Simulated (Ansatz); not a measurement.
## Electronic structure of CH$_{4}$FGe (SMILES [CH3][GeH-][F]) (charge −1) in real space

```xyz
7

C    -0.0459   -0.1015   -0.5435
F     1.1377   -2.0561    1.2132
Ge   -0.4215   -1.9868    0.1596
H     0.6986   -0.1194   -1.3580
H     0.3342    0.5521    0.2605
H    -1.3635   -1.4308    1.3644
H    -0.9733    0.3488   -0.9445
```

Geometry: r2SCAN-D4/def2-SVPD.

These are results of isolated molecule in a Gaussian basis; Kohn-Sham density functional theory, functional PBE0 in Ansatz 0.2.0, not measurements.

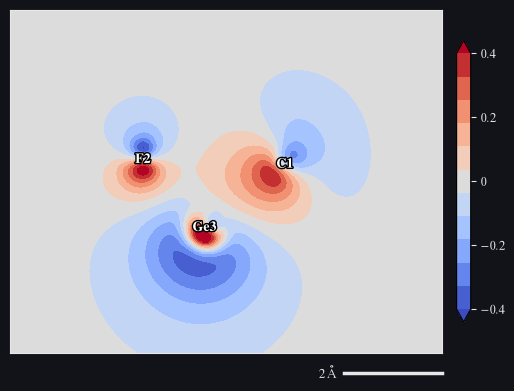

Figure 1. The HOMO on the plane of atoms C1, Ge3 and F2 (values in Å⁻³ᐟ²; the overall sign is arbitrary).

> What is the character of this orbital?

By Hirshfeld shares it lies mainly on Ge3 (about 70 %), H6 (about 10 %), C1 (about 10 %) and F2 (about 5 %). Its energy is −0.30 eV.

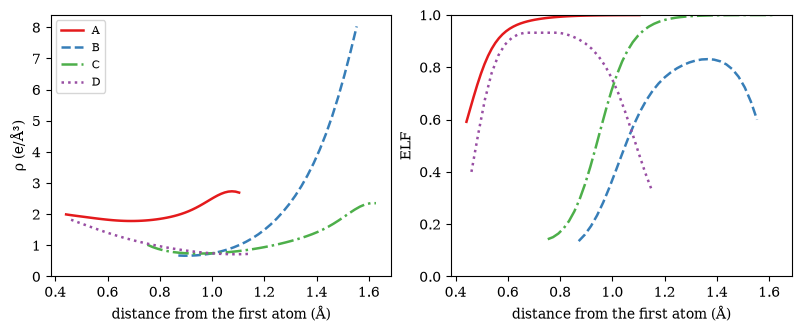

Figure 2. Electron density and electron localisation function along straight lines between neighbouring atoms. The curves leave out the atomic cores.

> Which curve belongs to which contact (C–Ge, C–H, Ge–F and Ge–H)? The first atom named is at distance zero.

Curve A: C–H (1.10 Å): the density is about 1.9 e/Å³ at the midpoint; the ELF climbs to about 1 towards the hydrogen, as it does in any bond to H: a covalent bond by its length. Curve B: Ge–F (1.88 Å): ρ is about 0.68 e/Å³ halfway; the ELF peaks at about 0.85 in the valence shell of F, 0.5 Å from its nucleus, and is about 0.25 at the midpoint. Curve C: Ge–H (1.63 Å): the density is about 0.84 e/Å³ at the midpoint; the ELF climbs to about 1 towards the hydrogen. Curve D: C–Ge (2.05 Å): ρ is about 0.73 e/Å³ halfway; the ELF peaks at about 0.95 in the valence shell of C, 0.7 Å from its nucleus, and is about 0.70 at the midpoint.

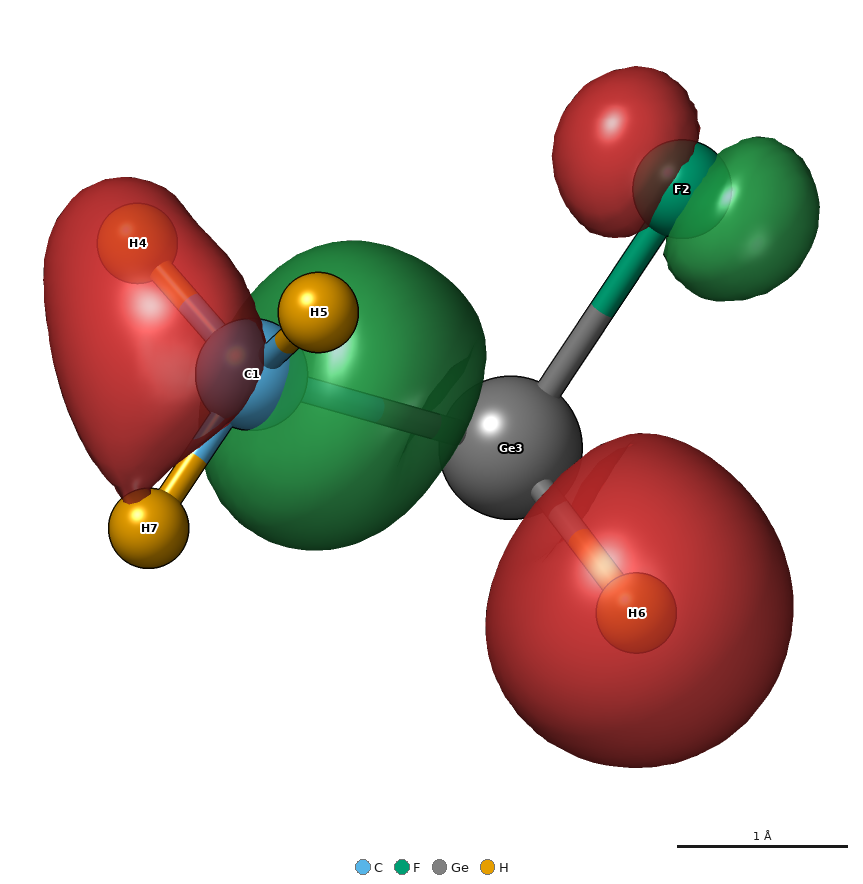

Figure 3. The HOMO−1 at ±0.15 Å⁻³ᐟ² (green and red are the two phases), seen at a tilt.

> Where does this orbital lie, and at what energy?

It lies mainly on Ge3 (about 30 %), C1 (about 30 %), H6 (about 25 %) and F2 (about 10 %). Its energy is −2.54 eV.
